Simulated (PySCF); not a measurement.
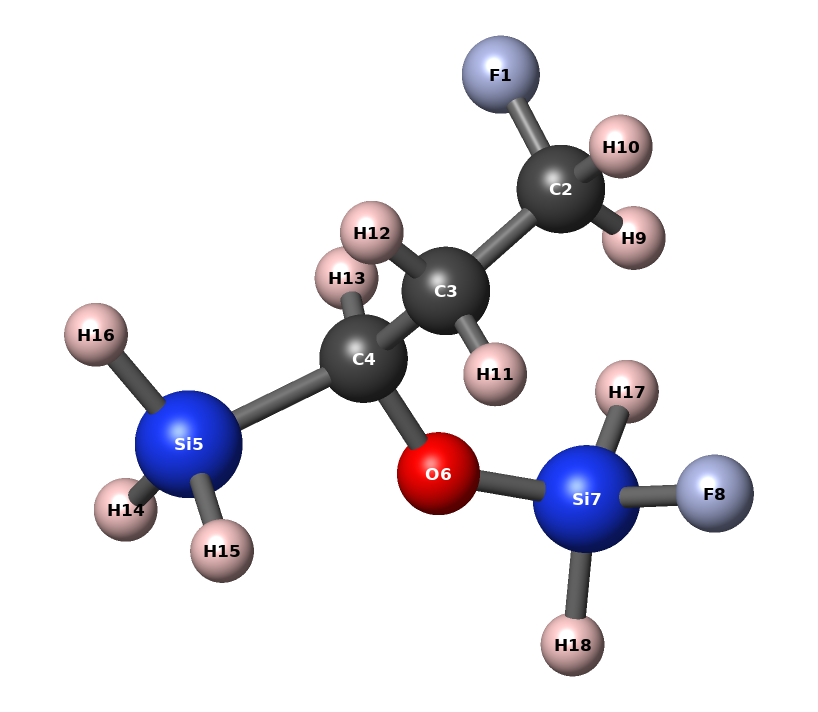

Every bond is drawn as one stick. The geometry was computed by an optimisation with GFN2-xTB. No frequency run is at hand to confirm it as a minimum. Level of theory: PBE0/pcSseg-1 (PySCF 2.14.0).

**Which bond between heavy atoms has the lowest Mayer bond order?**

C4–O6, 0.78, at 1.421 Å.

List the Mayer bond orders of F1–C2, C2–C3, C3–C4, C4–Si5, C4–O6, O6–Si7, Si7–F8 (bonds between heavy atoms, one of each equivalent set).

| bond | Mayer order | length (Å) |
| --- | --- | --- |
| F1–C2 | 0.88 | 1.377 |
| C2–C3 | 1.04 | 1.522 |
| C3–C4 | 1.00 | 1.528 |
| C4–Si5 | 0.87 | 1.915 |
| C4–O6 | 0.78 | 1.421 |
| O6–Si7 | 1.03 | 1.600 |
| Si7–F8 | 0.88 | 1.616 |

The geometry is semi-empirical. Around Si such bond lengths and angles can be off by a tenth of an ångström or more and by several degrees, and values that hang on the shape move with them.
